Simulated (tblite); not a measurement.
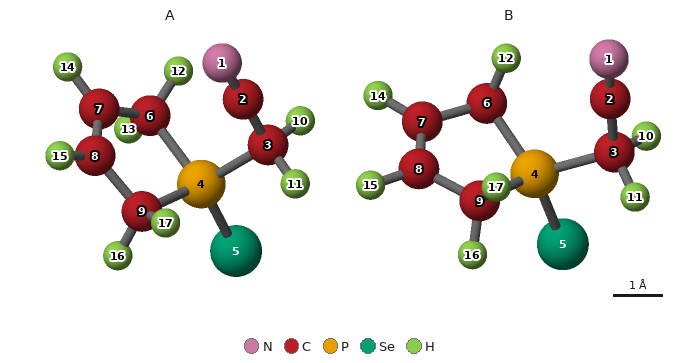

Two geometries of C$_{6}$H$_{8}$NPSe, drawn at one scale. One is the start of a relaxation, the other its converged end. A ball-and-stick model, seen at a tilt.

Theory: tblite, GFN2-xTB geometry optimisation, gas phase. 

Which of the two is the end point?

Structure A is the relaxed one. H15 moves most after the best rigid fit: 1.08 Å. By element the largest moves are H 1.08 Å, N 0.99 Å, C 0.58 Å, Se 0.34 Å, P 0.31 Å. Near-neighbour distances that change, for instance: C2–C3 1.484 → 1.431 Å, C8–H15 1.129 → 1.078 Å, C3–P4 1.811 → 1.862 Å, P4–C9 1.804 → 1.850 Å. Among the angles between lasting bonds that change: C3–P4–Se5 98.8° → 112.5°, C3–P4–C6 112.8° → 104.8°, H12–C6–H13 112.5° → 107.8°. After 149 geometry steps the energy has fallen by 49.3 kJ/mol. Cost: 1.1 s on 1 thread of Arm Neoverse V2, on a shared host.
